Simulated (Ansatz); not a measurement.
# Molecular dynamics of Si3H8O2 (part 4 of 4)

The same run, continued: Si3H8O2; RHF/STO-3G (Ansatz 0.2.0). It belongs to a series of runs on one base structure; here: dynamics from the start.

Geometry of the input (Å):
```
Si -0.1955  -0.2385  0.4575
H  0.6040  0.0021  1.6127
O  0.7232  -0.3398  -0.9029
Si 2.0620  -1.2814  -1.1309
H  1.7268  -2.6655  -1.0676
H  2.6028  -0.9870  -2.4130
H  3.0447  -1.0204  -0.1317
O  -1.2248  1.0248  0.2565
Si -1.9677  1.4477  -1.1614
H  -2.6037  0.3216  -1.7614
H  -2.9534  2.4273  -0.8556
H  -1.0467  1.9967  -2.0991
H  -0.9164  -1.4570  0.6446
```

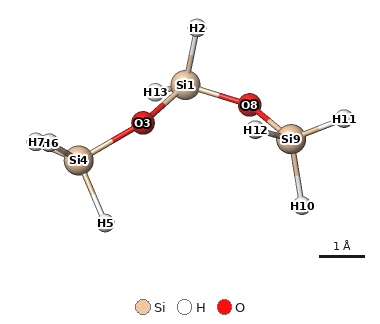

*The geometry at step 333 of the log (ball-and-stick view, seen at a tilt; atoms are numbered from 1 in the order of the input).*

Trajectory as extended XYZ, continued:
```
13
Properties=species:S:1:pos:R:3:forces:R:3 step=167 time_fs=83.5 energy=-27460.85652 temperature=1916.5
Si    0.2113   -0.1084    0.5060    1.4552   1.6495  -3.3240
H     1.0190    0.9096    0.9772    0.6284   1.0265   1.1065
O     0.8190   -0.4776   -0.9665    1.7599  -3.4206  -3.1769
Si    1.8306   -1.7946   -1.6860   -0.2139   4.5374   0.4867
H     1.3217   -3.1982   -1.8046    0.6325   1.7512   0.8348
H     1.9559   -1.2788   -3.0923   -0.1035  -0.9938   1.7875
H     3.1965   -1.5146   -1.0225   -2.3523  -1.4344  -1.0982
O    -1.2138    0.5594    0.1896    0.0005  -0.9041   2.0201
Si   -2.1149    0.8027   -1.1148    2.4595   3.0229  -1.1702
H    -2.0150   -0.2651   -2.0151    0.1850  -0.2031  -0.9312
H    -3.3663    0.8657   -0.6699   -3.3697  -0.0176   0.8639
H    -1.8027    2.2173   -1.5713   -0.3105  -2.4241  -0.0728
H     0.5180   -1.2150    1.1845   -0.7712  -2.5898   2.6739
13
Properties=species:S:1:pos:R:3:forces:R:3 step=200 time_fs=100.0 energy=-27459.26423 temperature=1287.7
Si    0.2835   -0.2776    0.5125   -2.7205  -1.7588   3.7722
H     0.9503    0.7454    1.4713   -0.1160  -1.7929  -2.5714
O     0.8167   -0.8430   -1.0024   -0.1554   4.4588   4.1982
Si    1.9253   -1.8016   -1.6865   -6.0930  -3.9791   0.2739
H     0.8780   -2.8790   -1.5375    2.0040   0.0323  -1.5839
H     2.0635   -1.3527   -2.9650    0.6688   0.6933  -1.8479
H     2.9698   -2.5368   -1.2785    3.0977  -0.0801   1.6305
O    -1.2197    0.3496    0.2509    0.1654   0.4901  -1.3846
Si   -2.1408    0.7033   -1.0785   -1.1863  -1.1450  -0.3443
H    -2.1526   -0.2037   -2.2774   -0.0579   0.5426   2.0431
H    -3.5183    0.7774   -0.4459    1.9173   0.2898  -1.5099
H    -1.6095    1.8657   -1.7076   -0.4735   0.5685   0.3933
H    -0.3598   -1.3363    1.6217    2.9493   1.6804  -3.0691
13
Properties=species:S:1:pos:R:3:forces:R:3 step=233 time_fs=116.5 energy=-27460.63670 temperature=1955.5
Si    0.2357   -0.4199    0.5796    2.6081   1.0082  -1.9197
H     1.5222    0.1742    1.0214   -2.2089   1.1559   0.7757
O     0.8982   -0.9034   -0.8048   -0.1523  -2.6606  -4.4554
Si    1.8361   -2.0850   -1.6858    1.2401   5.2453   5.4524
H     1.2873   -3.2381   -2.2332   -0.6624  -0.9546   0.0106
H     2.4436   -1.2869   -2.6899   -0.1408  -0.3085  -0.5770
H     2.9177   -2.1762   -0.6099   -1.3902  -1.2436  -2.0945
O    -1.2186    0.3568    0.2715    2.6480  -0.0248   1.8876
Si   -2.1571    0.5876   -1.0203   -2.8086   0.4238  -0.4464
H    -2.3036   -0.6540   -1.6538    0.2080  -0.4474  -0.8489
H    -3.4880    0.9584   -0.6333    0.2577  -0.6489   0.9080
H    -2.0781    1.6801   -1.9173    1.7625  -0.0324  -0.3982
H     0.1707   -1.5105    1.3899   -1.3612  -1.5124   1.7059
13
Properties=species:S:1:pos:R:3:forces:R:3 step=267 time_fs=133.5 energy=-27460.71004 temperature=2125.1
Si    0.1890   -0.5179    0.6047   -2.5254  -2.3871  -0.5209
H     0.7134    0.5271    1.3146    2.2543   0.7473   1.0992
O     0.9279   -1.0181   -0.7715    0.8675   1.2056   1.3952
Si    1.7507   -2.1916   -1.5753   -3.0771  -1.2356   0.0250
H     0.3728   -2.8769   -1.9882    3.8753   0.3046  -0.0455
H     2.6543   -1.6520   -2.5140   -0.8132   0.7536  -1.1519
H     2.8094   -2.9910   -0.9881   -1.4642  -0.2048   0.9349
O    -1.2225    0.2792    0.3077   -1.8214  -1.2113  -1.0919
Si   -2.2385    0.4748   -1.0407    2.6126  -0.0912   1.4762
H    -2.6160   -0.6688   -1.8741   -0.3866   0.6359   1.2154
H    -3.2123    1.4082   -0.5271   -0.2520  -0.7639  -0.7754
H    -1.2693    1.1177   -1.8185   -0.2491   0.9191  -1.3927
H    -0.1807   -1.6774    1.4955    0.9794   1.3277  -1.1675
13
Properties=species:S:1:pos:R:3:forces:R:3 step=300 time_fs=150.0 energy=-27459.93992 temperature=1888.5
Si    0.1846   -0.5223    0.5779    1.3224  -0.1218   6.7664
H     1.3599    0.5126    1.2900   -4.0262  -2.4180  -2.0505
O     1.0048   -1.0680   -0.6556   -2.0299   0.9502  -1.1215
Si    1.7669   -2.2476   -1.3887    2.0698   2.6088  -1.5892
H     1.2552   -3.2435   -2.1219   -2.4167  -1.7354  -1.6133
H     2.5942   -1.5466   -2.3786    0.0362  -0.7702   1.1757
H     2.2617   -2.9372   -0.3464    2.1881  -1.4168   1.8572
O    -1.3809   -0.0205    0.2952    2.7350   0.4368   0.3105
Si   -2.1753    0.3723   -1.0627   -2.9298   2.6548  -1.2545
H    -2.8307   -0.7510   -1.4817   -0.7761  -1.8464  -0.5503
H    -3.3407    1.2807   -0.6741    2.3404  -1.0206  -0.6522
H    -1.5555    0.8136   -2.3265    0.1725   0.1032   1.6889
H    -0.1689   -1.6398    1.7191    1.3144   2.5753  -2.9671
13
Properties=species:S:1:pos:R:3:forces:R:3 step=333 time_fs=166.5 energy=-27460.39405 temperature=1726.3
Si    0.1215   -0.4389    0.6055    3.7528   1.9659   0.1155
H     0.4782    0.9735    0.6916    1.5374  -0.9112   1.1499
O     0.8297   -1.0937   -0.6154    2.9790  -2.0160  -3.7950
Si    1.8724   -2.2490   -1.2778   -2.6246   0.7770   1.7215
H     0.8327   -3.0321   -2.0959    2.4593   0.4104   1.4710
H     2.8351   -1.6555   -2.1414   -0.1417   0.0806  -0.1986
H     2.7102   -2.8269   -0.1423   -1.6795   0.1520  -1.9124
O    -1.3244   -0.1031    0.2595   -7.4883  -0.0125  -0.8786
Si   -2.2626    0.1989   -1.0752    1.4898  -2.5328  -1.9133
H    -3.1031   -1.0345   -1.5050    1.8077   2.2832   0.9595
H    -3.0722    1.3194   -1.3092   -0.8911   0.5779   1.5260
H    -1.2405    0.5833   -2.0268   -0.5190  -0.9403  -0.2216
H     0.4644   -1.4065    1.5555   -0.6818   0.1657   1.9761
13
Properties=species:S:1:pos:R:3:forces:R:3 step=367 time_fs=183.5 energy=-27460.69234 temperature=1478.7
Si    0.1926   -0.2837    0.5848   -0.7670  -2.3798   2.1129
H     1.2105    0.6141    1.0406   -0.5475   1.0984  -1.1650
O     0.7867   -1.1355   -0.7239   -0.8767   0.7574   1.6894
Si    1.8998   -2.2765   -1.1164    3.5861   3.7419  -0.2175
H     1.2258   -3.3218   -1.5443   -1.9828  -3.0812  -1.7365
H     2.7177   -1.5701   -2.1528   -1.0612  -1.2603   0.9575
H     2.8994   -2.8644   -0.2494   -0.7653   0.8233   0.4255
O    -1.4782   -0.0196    0.3774    2.3428   0.7942  -2.5704
Si   -2.3507    0.0858   -1.1114   -1.5390   2.3927   5.9026
H    -3.0053   -1.0870   -1.1243   -1.5818  -2.4850  -0.0724
H    -3.3025    1.1174   -0.5575    1.0501  -1.0450  -1.9333
H    -1.9883    0.1769   -2.4135    1.6380   1.0944  -1.9372
H     0.0388   -0.9409    1.8989    0.5043  -0.4511  -1.4557
13
Properties=species:S:1:pos:R:3:forces:R:3 step=400 time_fs=200.0 energy=-27461.12858 temperature=2526.4
Si    0.1529   -0.3617    0.6022    0.3433   2.1925  -0.4841
H     0.7080    1.0111    0.6034    0.7164  -1.5519   1.0205
O     0.7574   -1.1136   -0.6920   -0.1748  -0.4605  -1.7721
Si    1.9242   -2.2488   -0.8906   -3.0570  -3.7195   2.7767
H     1.3863   -3.7106   -1.0038    0.6976   3.0568  -0.1667
H     2.7429   -2.0714   -1.9789    1.2300   0.6895  -0.9470
H     2.3953   -2.2664    0.4581    1.5060  -0.1532  -0.4467
O    -1.3339    0.1908    0.1906   -0.9626  -0.4825   1.1901
Si   -2.4526    0.0359   -1.0004    2.2546  -2.3918  -1.1127
H    -3.2636   -1.1336   -0.6234    0.9867   0.3766  -1.0908
H    -3.4660    0.9831   -1.0742   -0.1695   1.4698   0.0735
H    -1.5751    0.0360   -2.2801   -2.3427  -0.3915   1.9437
H     0.4586   -1.2402    1.7744   -1.0278   1.3657  -0.9842
13
Properties=species:S:1:pos:R:3:forces:R:3 step=433 time_fs=216.5 energy=-27461.64907 temperature=2287.1
Si    0.0639   -0.4257    0.5295   -2.3771  -3.1250  -0.1043
H     0.9248    0.3931    1.1241    2.3585   2.1024   1.2798
O     0.5510   -1.2217   -0.8041    2.4898  -0.4175  -0.5055
Si    1.8913   -2.3104   -0.6220   -1.3506   3.1299  -3.0946
H     1.1563   -3.4848   -0.7436    0.4179  -1.6678   0.7237
H     2.5533   -2.0804   -1.9263    0.0407  -0.5489   1.6102
H     2.7669   -2.0266    0.4985   -0.5585  -0.5642  -0.4388
O    -1.2969    0.3954    0.2253   -0.6053   0.1279  -0.4586
Si   -2.4943    0.0048   -0.8579   -0.4458   3.9298   1.1006
H    -3.0442   -1.2323   -0.5545   -1.2389  -0.6322   0.8653
H    -3.2906    1.3410   -0.8427    0.8000  -3.1350  -0.1043
H    -2.0631   -0.2411   -2.1380    0.8122   0.2051  -1.6406
H    -0.1418   -1.5678    1.3727   -0.3429   0.5955   0.7672
13
Properties=species:S:1:pos:R:3:forces:R:3 step=467 time_fs=233.5 energy=-27460.98212 temperature=1927.1
Si   -0.0261   -0.5462    0.5415    2.1553   0.2220   2.3349
H     1.2552    0.0287    1.0972   -2.1238   0.2380  -1.3278
O     0.4178   -1.3769   -0.8901   -1.2293  -0.1614   1.5915
Si    1.7854   -2.2771   -0.5882    4.7559   0.8753  -0.0896
H     1.9540   -3.2907    0.3689   -1.6085  -1.0755   0.1248
H     2.6445   -2.6940   -1.7008   -1.6467   0.2888   0.2531
H     2.6653   -1.3671    0.1140   -0.2920  -0.0164  -0.7107
O    -1.2500    0.5470    0.1677    2.8307  -0.5788   0.6595
Si   -2.4402    0.0736   -0.8206   -1.0411  -5.5094  -1.5509
H    -2.9614   -1.2475   -0.3589    0.8866   1.4350  -0.3268
H    -3.4495    0.8788   -0.6532   -3.2884   3.1908   0.7302
H    -2.4261   -0.1309   -2.2525    1.2643   0.4756   0.5766
H    -0.2839   -1.3958    1.7632   -0.6630   0.6161  -2.2648
13
Properties=species:S:1:pos:R:3:forces:R:3 step=500 time_fs=250.0 energy=-27460.35224 temperature=1638.4
Si    0.0542   -0.5243    0.5651   -5.4000  -4.3054  -0.0698
H     0.9221    0.4295    0.7216    4.5192   2.2899   1.5622
O     0.2318   -1.5650   -0.7182    1.9043   1.0327  -0.0846
Si    1.7806   -2.2207   -0.6043   -1.8396  -2.4245   2.3118
H     1.6141   -2.9345    0.8128    1.6567   1.7143  -3.0150
H     1.6620   -3.2266   -1.5612    0.8687  -0.8400  -0.7134
H     2.8958   -1.3400   -0.8983   -0.5353  -0.4187   0.6595
O    -1.0814    0.5014    0.0534   -3.0807   0.6858   0.5690
Si   -2.4787    0.2163   -0.8394    0.1839   0.0996   0.1280
H    -2.9214   -1.1803   -0.6005    0.4772   1.3365  -0.7587
H    -3.7228    1.0520   -0.4479    2.6898  -1.1347  -0.8599
H    -1.8298    0.5124   -2.1639   -2.0944  -0.5676   1.0373
H    -0.2909   -1.5774    1.6214    0.6504   2.5322  -0.7664
```
